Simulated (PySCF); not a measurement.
# CH2N (SMILES C=[N]) at UCAM-B3LYP/cc-pVTZ

What is the vertical doublet–quartet gap of CH2N at UCAM-B3LYP/cc-pVTZ? Input form: a Python script.

The calculation is run with PySCF 2.14.0.

## 1. Starting point

CH2N: 4 atoms, total charge 0, spin state doublet. SMILES: `C=[N]`. Geometry: relaxed at PBE0-D4/def2-TZVP.

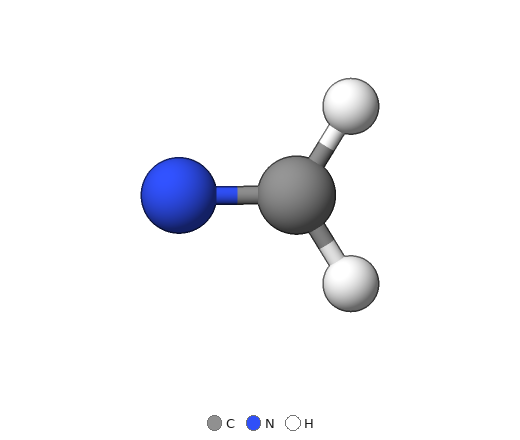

The structure, seen from a chosen angle (carbon grey, nitrogen blue, hydrogen white).

## 2. A single-point energy at UCAM-B3LYP/cc-pVTZ

Input file input.py:

```python
from pyscf import gto, dft

system = gto.M(
    atom='''
C   -0.013600  -0.011010  -0.014470
N    0.727340   0.588370   0.773760
H   -0.870960   0.487800  -0.486820
H    0.157230  -1.065160  -0.272460
''',
    spin=1,
    basis='cc-pvtz',
    verbose=3,
    max_memory=1860,
    charge=0,
)

mf = dft.UKS(system, xc='cam-b3lyp')
mf.conv_tol = 1e-10
mf.grids.level = 4
mf.kernel()
if not mf.converged:
    mf = mf.newton().run(mf.mo_coeff, mf.mo_occ)

e_final = mf.e_tot
print('E(%s) = %.9f' % ('CAM-B3LYP', e_final))
```

On the command line:

```bash
$ OMP_NUM_THREADS=1 python input.py
```

The program printed:

```text
WARN: HOMO -0.211660159364733 >= LUMO -0.211660159364737

converged SCF energy = -93.9687338993345  <S^2> = 0.76143212  2S+1 = 2.0113996
E(CAM-B3LYP) = -93.968733899
```

Run time: 16 s. Hardware: 1 thread of Arm Neoverse V1, shared host; peak memory 0.41 GiB.

## 3. The quartet

Input file run.py:

```python
from pyscf import gto, dft

system = gto.M(
    atom='''
C     -0.025700    -0.020806    -0.027344
N      1.374473     1.111858     1.462194
H     -1.645876     0.921808    -0.919956
H      0.297122    -2.012861    -0.514875
''',
    max_memory=1860,
    spin=3,
    verbose=3,
    basis='cc-pvtz',
    unit='bohr',
)

calc0 = dft.UKS(system)
calc0.xc = 'cam-b3lyp'
calc0.conv_tol = 1e-10
calc0.grids.level = 4
calc0.kernel()
if not calc0.converged:
    calc0 = calc0.newton().run(calc0.mo_coeff, calc0.mo_occ)

e_tot = calc0.e_tot
print('Final energy', e_tot)
```

On the command line:

```bash
$ OMP_NUM_THREADS=1 python run.py
```

The program printed:

```text
WARN: HOMO -0.0423968775460359 >= LUMO -0.374992329904124

converged SCF energy = -93.7757418533373  <S^2> = 3.7569874  2S+1 = 4.0034922
Final energy -93.77574185333734
```

It took 15 s on 1 thread of Arm Neoverse V1, shared host; peak memory 0.41 GiB.

## 4. Outcome

Level: UCAM-B3LYP/cc-pVTZ.

| quantity | value |
| --- | --- |
| doublet: total energy | -93.96873 Eh |
| doublet: dipole moment | 2.48 D |
| doublet: HOMO energy (highest over α and β) | -9.14 eV |
| doublet: LUMO energy (lowest over α and β) | -1.09 eV |
| doublet: ⟨S²⟩ | 0.761 |
| quartet: total energy | -93.77574 Eh |
| quartet: dipole moment | 1.84 D |
| quartet: HOMO energy (highest over α and β) | -5.87 eV |
| quartet: LUMO energy (lowest over α and β) | -4.38 eV |
| quartet: ⟨S²⟩ | 3.757 |
| vertical energy of the quartet above the doublet | 5.252 eV |

What this shows: At this shape the quartet lies 5.25 eV (121 kcal/mol) above the doublet. Mulliken charges (doublet) run from -0.12 on C1 to +0.11 on H3.
